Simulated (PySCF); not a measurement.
## Electronic structure of F3GaH (charge −1) in real space

```xyz
5

F    -0.8793    1.4110   -0.2438
Ga    0.0204   -0.0333    0.4046
F     1.7110    0.0767   -0.2634
F    -0.7385   -1.5022   -0.3596
H    -0.0050   -0.1003    1.9827
```

Geometry: PBE0-D3(BJ)/ma-def2-SVP.

Theory: PySCF 2.14.0, density-fitted response routines, DFT single point, gas phase, functional wB97X.

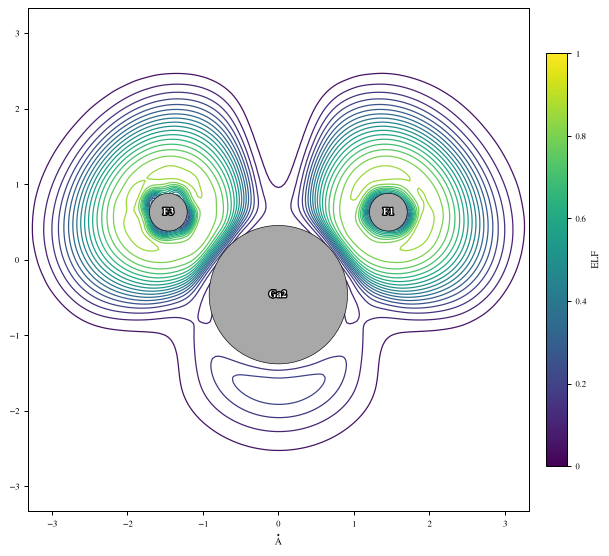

Figure 1. Electron localisation function on the plane of atoms F1, Ga2 and F3. Grey discs cover the atomic cores.

Describe what can be read from this map.

Atoms in the plane: F and Ga.
Ga–F (1.82 Å): the ELF peaks at about 0.85 in the valence shell of F, 0.5 Å from its nucleus, and is about 0.15 at the midpoint.
The ELF also peaks beside F1 and F3, away from the bonds: lone-pair regions.

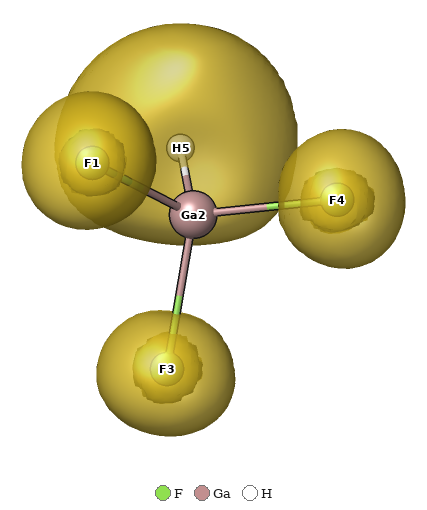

Figure 2. Isosurface of the ELF at 0.75 (yellow), seen at a tilt. Core shells and regions of very low density are left out.

What do the ELF domains correspond to?

The surface consists of one region around a hydrogen nucleus and three regions wrapped around F (the valence shell of each). Profiles from the grid: Ga–H (1.58 Å): the ELF climbs to about 1 towards the hydrogen.
